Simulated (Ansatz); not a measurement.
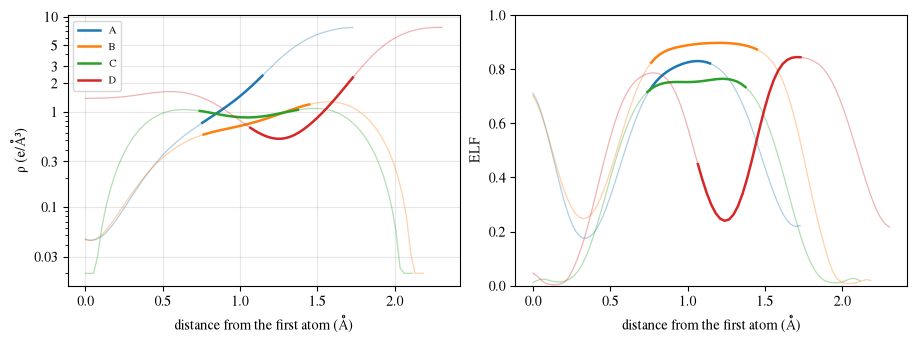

*LaSiS$_{2}$O (amorphous cell). Valence pseudo-density and electron localisation function along straight lines between neighbouring atoms. Thin, pale parts lie inside the atomic spheres.*

Computed pressure about 3 GPa in this cell.

Level of theory: DFT, PAW plane waves, PBE (Ansatz 0.2.0).

Core electrons are frozen (PAW), and the valence fields are smoothed inside the atomic spheres.

Which curve belongs to which contact (La–O, Si–O, Si–S and S–S)? The first atom named is at distance zero.

Curve A: Si–O (1.73 Å): ρ is about 1 e/Å³ halfway; the ELF peaks at about 0.85 between the atoms, as expected for a shared but strongly polarised pair. Curve B: Si–S (2.19 Å): the density is about 0.78 e/Å³ at the midpoint; the ELF peaks at about 0.90 between the atoms (a covalent bond). Curve C: S–S (2.11 Å): ρ is about 0.87 e/Å³ halfway; the ELF peaks at about 0.75 between the atoms; localised, covalent bonding. Curve D: La–O (2.31 Å): ρ is about 0.57 e/Å³ halfway; the ELF peaks at about 0.85 in the valence shell of O, 0.6 Å from its nucleus, and drops to about 0.25 between the two atoms: a closed-shell, largely ionic contact.
